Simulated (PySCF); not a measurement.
C$_{6}$H$_{15}$Ga, SMILES `CC[Ga](CC)CC`.

Computed with PySCF, TPSS/cc-pVDZ, geometry: GFN2-xTB. No frequency check shows the geometry to be a minimum. A basis without diffuse functions makes polarisabilities too small. GFN2-xTB bond lengths at metals and heavier atoms can be off by up to 0.1 Å and shapes distorted, which carries into these values.

Geometry (Å), atoms numbered from 1:

```
C1      -0.4808   -2.9581   -0.0252
C2      -1.2688   -1.6455    0.0138
Ga3      0.0004    0.0000    0.0110
C4      -0.7910    1.9213    0.0138
C5      -2.3218    1.8952   -0.0252
C6       2.0591   -0.2758    0.0138
C7       2.8018    1.0629   -0.0252
H8      -1.1461   -3.8232   -0.0158
H9       0.1850   -3.0326    0.8364
H10      0.1323   -3.0114   -0.9265
H11     -1.9492   -1.5979   -0.8458
H12     -1.9067   -1.6252    0.9065
H13     -0.4545    2.4637    0.9065
H14     -0.4095    2.4868   -0.8458
H15     -2.7383    2.9039   -0.0158
H16     -2.6745    1.3909   -0.9265
H17     -2.7192    1.3559    0.8364
H18      2.3580   -0.8890   -0.8458
H19      2.3605   -0.8385    0.9065
H20      2.5414    1.6205   -0.9265
H21      3.8836    0.9192   -0.0158
H22      2.5335    1.6768    0.8364
```

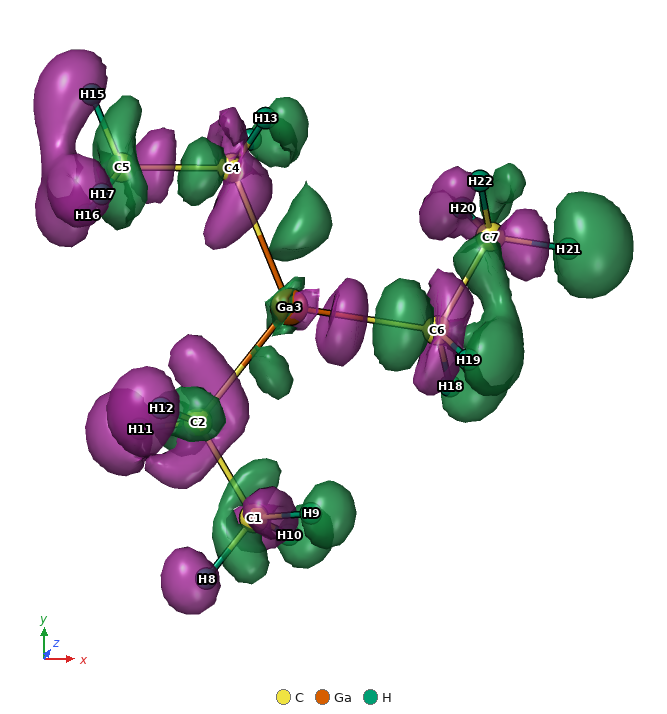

Change of the electron density in a uniform field of 0.26 V/Å, surfaces at ±0.003 e/Å³ (green: gain, purple: loss).

The field was applied in both directions; the picture shows the one opposite to the script's first.

Q: Along which Cartesian direction does the field point?

A: Along −x: electrons gather on the +x side, against the field.

Q: How large is the response?

A: The induced dipole is 1.42 D (along the field); α along this axis, from the fields in both directions, is 112 bohr³ (16.6 Å³).
